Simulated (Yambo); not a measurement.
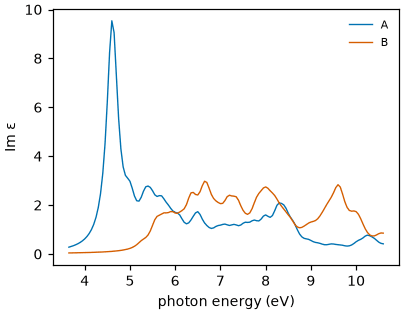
Figure. Two computed absorption spectra of RbH (rock salt, space group Fm-3m, No. 225) (Yambo, PBEsol bands with the same scissor, field along x)

**Question.** Which curve includes the electron-hole attraction (BSE), and where are its main peaks?

**Answer.** Curve A: the attraction moves weight to lower energy (centre of the plotted range 6.2 eV against 7.8 eV). Its peaks lie at 4.6 eV, 5.4 eV, 6.5 eV, 8.3 eV. Settings: 10×10×10 mesh, 1 valence and 6 conduction bands, static screening with 24 bands and a 4 Ry block, scissor 2.54 eV, Tamm-Dancoff. The scissor comes from a G0W0 run whose convergence isn't established. Broadening 0.15 eV. The band window holds all transitions up to 13.1 eV. Fine structure above the onset can come from the mesh.

Geometry of the Materials Project entry, not relaxed at this level; primitive cell a = 4.248 Å, b = 4.248 Å, c = 4.248 Å, α = 60.00°, β = 60.00°, γ = 60.00°.
